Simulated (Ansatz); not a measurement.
## Electronic structure of C3H8OSi in real space

The calculation's input:

```
crystal:
  periodic: [false, false, false]
  atoms:
    - { symbol: C, position_ang: [-1.4527, 0.7063, 0.1874] }
    - { symbol: C, position_ang: [-0.4621, -0.2489, 0.6343] }
    - { symbol: O, position_ang: [-0.3555, -1.3383, -0.3126] }
    - { symbol: C, position_ang: [0.9234, -0.8969, -1.0229] }
    - { symbol: Si, position_ang: [1.344, 0.1901, 0.3748] }
    - { symbol: H, position_ang: [-1.5116, 1.6505, 0.8222] }
    - { symbol: H, position_ang: [-1.3125, 1.0898, -0.8507] }
    - { symbol: H, position_ang: [-2.4612, 0.3199, 0.2136] }
    - { symbol: H, position_ang: [-0.6632, -0.6052, 1.6843] }
    - { symbol: H, position_ang: [0.5871, -0.4103, -1.9337] }
    - { symbol: H, position_ang: [1.5154, -1.7405, -1.2037] }
    - { symbol: H, position_ang: [2.3006, -0.3969, 1.3974] }
    - { symbol: H, position_ang: [1.5686, 1.6456, 0.0244] }
basis:
  gaussian: { orbitals: def2-SVP }
hamiltonian:
  xc: lda
relax:
  f_tol: 0.02
  max_steps: 50
output:
  orbitals: {}
```

Command:

```sh
ansatz run input.yaml --threads 2 --pin off --max-ram 3072MiB --backend cpu --events-out ev --progress --plain --runs-dir out
```

The fields are those of the run's last geometry, not of the input's.

These are results of RKS LDA/def2-SVP (Ansatz), not measurements.

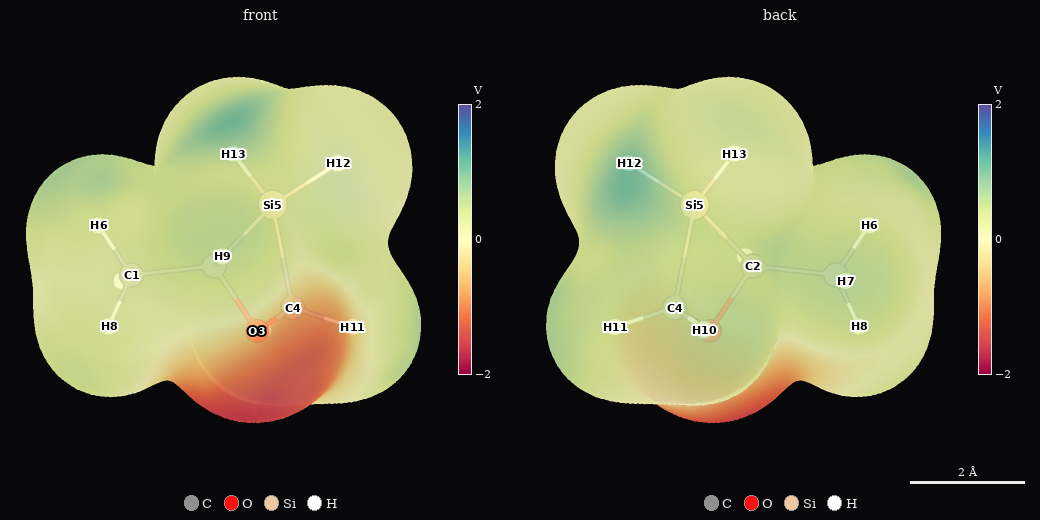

Figure 1. The molecular electrostatic potential painted on the density surface at 0.002 e/bohr³, seen from the front and from behind; the colour scale runs from red (negative) to blue (positive).

> Where is the surface potential most negative and most positive?

The most negative region (about −1.6 V) lies over O3, the most positive (about +1.1 V) over Si5. O3 is the likeliest acceptor of a hydrogen bond.

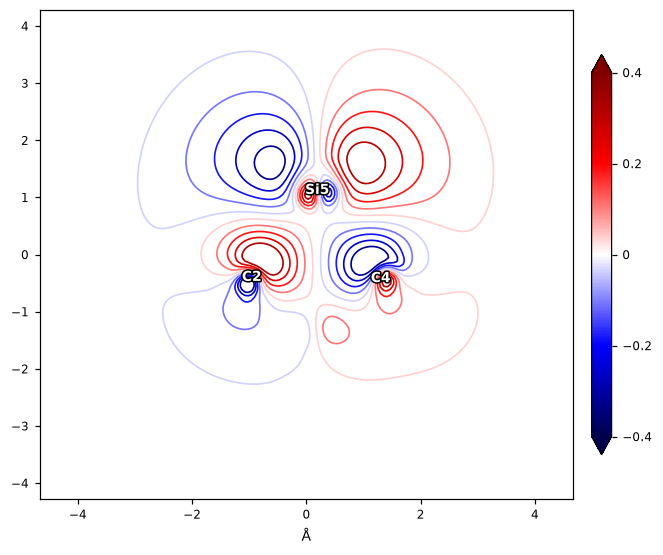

Figure 2. The LUMO on the plane of atoms C2, Si5 and C4 (values in Å⁻³ᐟ²; the overall sign is arbitrary).

> Where does this orbital lie, and at what energy?

It lies mainly on Si5 (about 55 %), C2 (about 10 %), C4 (about 10 %), H13 (about 5 %) and H12 (about 5 %). Its energy is −0.72 eV.

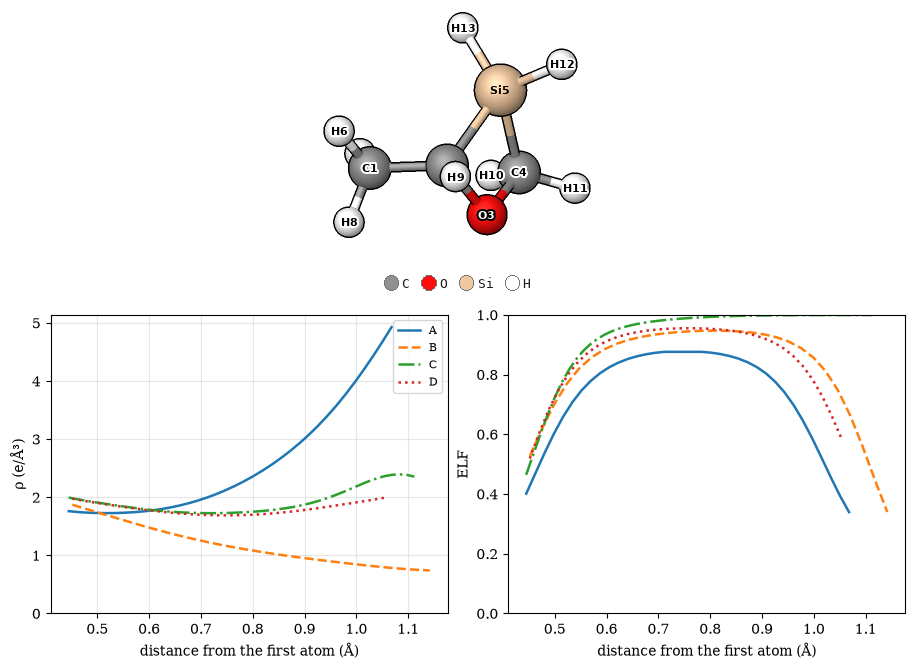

Figure 3. Electron density and ELF along straight lines between neighbouring atoms. The curves leave out the atomic cores. The structure is drawn too.

> Which curve belongs to which contact (C–C, C–H, C–O and C–Si)? The first atom named is at distance zero.

Curve A: C–O (1.42 Å): ρ at the midpoint is about 2 e/Å³, with its minimum of 1.7 e/Å³ about 0.5 Å from C; the ELF peaks at about 0.90 between the atoms, as expected for a shared but strongly polarised pair. Curve B: C–Si (1.90 Å): ρ at the midpoint is about 0.9 e/Å³; the ELF peaks at about 0.95 between the atoms, as expected for a covalent bond. Curve C: C–H (1.11 Å): the density is about 1.8 e/Å³ at the midpoint; the ELF climbs to about 1 towards the hydrogen, as it does in any bond to H (a covalent bond by its length). Curve D: C–C (1.51 Å): the density is about 1.7 e/Å³ at the midpoint; the ELF peaks at about 0.95 between the atoms: a shared electron pair.
